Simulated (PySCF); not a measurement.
C6H8FOSi (doublet)

```csv
atom,x (Å),y (Å),z (Å)
C,-3.1045,-0.3116,0.0705
C,-1.6433,-0.1250,0.4464
O,-0.8858,0.0584,-0.7246
Si,0.6801,0.3636,-0.9475
C,1.4930,1.6976,0.0978
C,2.4969,1.2506,0.8330
C,2.7628,-0.1942,0.7385
C,1.9326,-0.8302,-0.0919
F,2.0284,-2.1598,-0.3072
H,-3.4665,0.5657,-0.4589
H,-3.2134,-1.1769,-0.5778
H,-3.7019,-0.4592,0.9658
H,-1.5223,0.7498,1.0945
H,-1.2714,-1.0047,0.9847
H,0.7512,0.3992,-2.3918
H,3.1063,1.8483,1.4937
H,3.5509,-0.6596,1.3111
```

Geometry: GFN2-xTB.

These are results of PySCF, UKS B3LYP, pcH-1 on C F H O Si, non-relativistic, mean-field spin-orbit, GIAO, not measurements.

### What can the converged electron density, electron localisation function and spin density tell about the bonding?

C–C (1.32 Å): ρ at the midpoint is about 2.3 e/Å³; the ELF peaks at about 0.90 between the atoms; a short, multiple covalent bond.
C–F (1.35 Å): ρ at the midpoint is about 1.9 e/Å³, with its minimum of 1.6 e/Å³ about 0.5 Å from C; the ELF peaks at about 0.80 between the atoms (a shared but strongly polarised pair).
C–Si (1.88 Å): the density is about 0.96 e/Å³ at the midpoint; the ELF peaks at about 0.95 between the atoms; localised, covalent bonding.
C–H (1.08 Å): the density is about 1.8 e/Å³ at the midpoint; the ELF is about 1 at the midpoint: a covalent bond by its length.
The unpaired spin (1 electron) lies mostly on C5 (about 0.8) and Si4 (about 0.1), in electrons by Hirshfeld's partition.

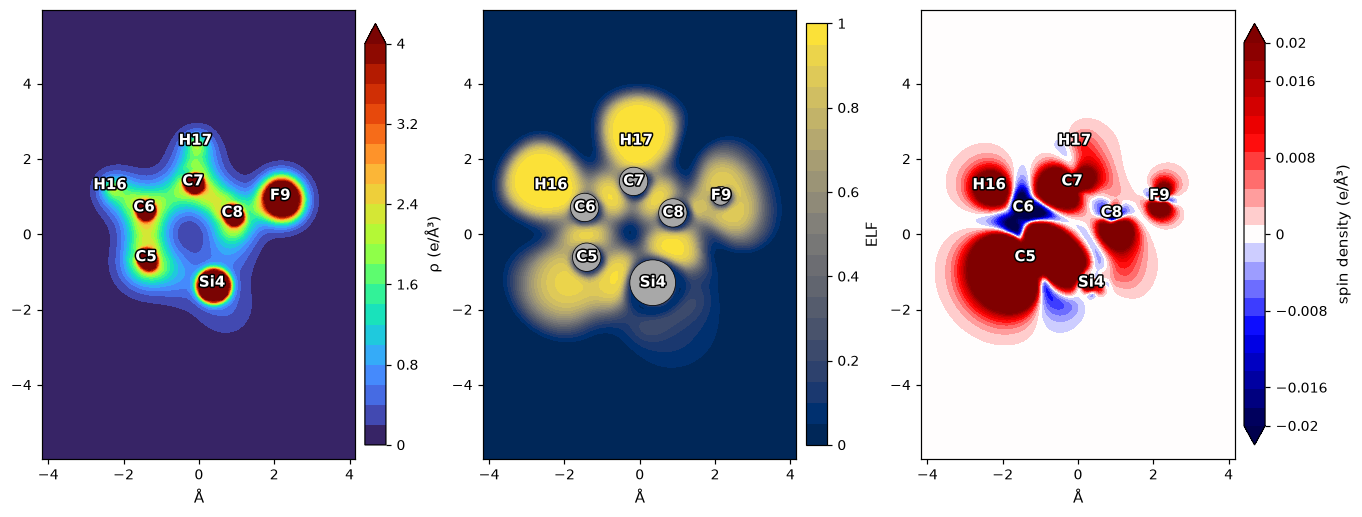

Computed electron density, electron localisation function and spin density on the plane of atoms C7, C6 and H16, in this order. Grey discs cover the atomic cores in the ELF map. 
